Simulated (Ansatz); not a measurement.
From GeH(OH)3 to GeHCl3: predicting a member

On one Ge centre that keeps H, n of the OH ligands are replaced by Cl. The atomisation energy (no zero-point term) y in kJ/mol at CCSD(T)/def2-TZVPP. Shapes, held fixed at every level: PBE0-D4/def2-TZVP. Flexible molecules stand in one conformer, not always the lowest. Programs: Ansatz 0.2.0.

| molecule | n | y (kJ/mol) |
| --- | --- | --- |
| GeH(OH)3 | 0 | 2774 |
| GeH(OH)2Cl | 1 | 2297 |
| GeH(OH)Cl2 | 2 | ? |
| GeHCl3 | 3 | 1333 |

**Question.** Fit y = c + s·n to the known rows and predict GeH(OH)Cl2.

**Answer.** 
1. Means of the 3 rows: n = 1.33333, y = 2134.7.
2. Σ(Δn)² = 4.6667, Σ(Δn·Δy) = -2242.7, so the slope is -2242.7/4.6667 = -480.58.
3. Intercept: 2134.7 − (-480.58) × 1.33333 = 2775.5. The largest residual of the fit is 2.1.
4. GeH(OH)Cl2: 2775.5 + (-480.58) × 2 = 1814 kJ/mol.

The run gave 1818 kJ/mol, so the prediction is off by -4 kJ/mol, more than the scatter of the fit. The steps are nearly additive. The slope is the difference between a Ge–Cl and a Ge–OH bond with the ligands’ own bonds. Other levels give for GeH(OH)Cl2: BHLYP-D4/def2-TZVPP 1764; wB97M-V/def2-TZVPP 1858; CCSD(T)/def2-SVP 1698 kJ/mol. Spin-orbit coupling of the free atoms (OH 0, Cl 4 kJ/mol each; the atoms kept shift only the intercept) is left out. Relativity is left out for Ge unless named. Correlated rows may include outer-core shells of Ge, which these sets cover unevenly.

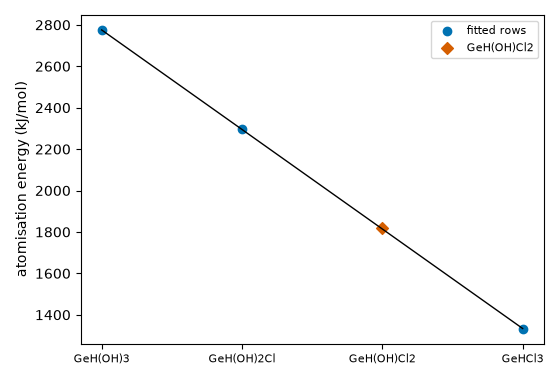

The fitted line, with the withheld member.
